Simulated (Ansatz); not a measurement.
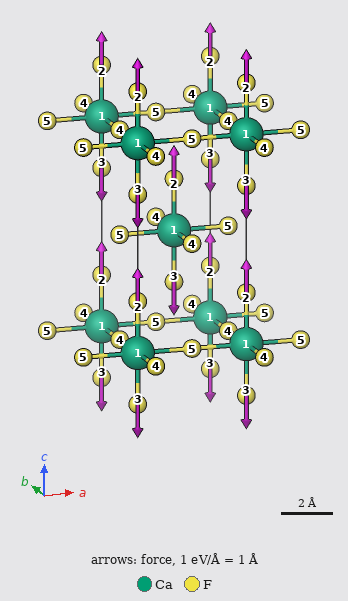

Starting geometry of solid CaF$_{4}$ (a generated structure, set up in I4/mmm) (coarse preliminary run) with the computed forces as purple arrows. Style: ball-and-stick. Shown: the conventional cell (2 times the calculation's cell), slightly off an axis. Lengths and directions refer to the drawn axes.

Method: DFT PBE+D3(BJ), scalar-relativistic, plane waves, PAW (Ansatz). Set-up: plane-wave cutoff 420 eV; k-point mesh 6 × 6 × 6; occupations gaussian; smearing width 0.1 eV; collinear spin; cell and atoms relaxed; force threshold 0.05 eV/Å; at most 80 steps.

Q: What follows when this structure is relaxed?

A: It isn't relaxed: the largest force vector, on F atoms, is 1.39 eV/Å. The atoms end up moving mostly along the starting forces (cosine between the two patterns 1.00). After 5 accepted moves (7 points after the start) the energy has fallen by 0.625 eV per cell of the calculation. The largest force component goes from 1.4 to 0.0041 eV/Å. The pressure goes from 2.79 to 0.10 GPa. At 2 points the geometry stayed and the basis and grid were re-selected for the new cell (energy shift of 14.5 meV per cell of the calculation at most each time). The largest moves relative to the cell, 0.54 Å, are those of F2 and F3. F2 goes along +c. Ca stays in place. The drawn cell changes as follows: a = b 4.520 → 4.495 Å (−0.5 %), c 8.545 → 7.244 Å (−15.2 %); the volume changes by −16.1 %. Near-neighbour distances that change, for instance: Ca1–F2 2.094 → 2.311 Å, Ca1–F4 2.260 → 2.248 Å. The space group stays I4/mmm (No. 139). Cost: 17 s on 2 threads of AMD EPYC 9R45 96-Core Processor (Zen 5), with other jobs on the host, peak memory 0.47 GiB.
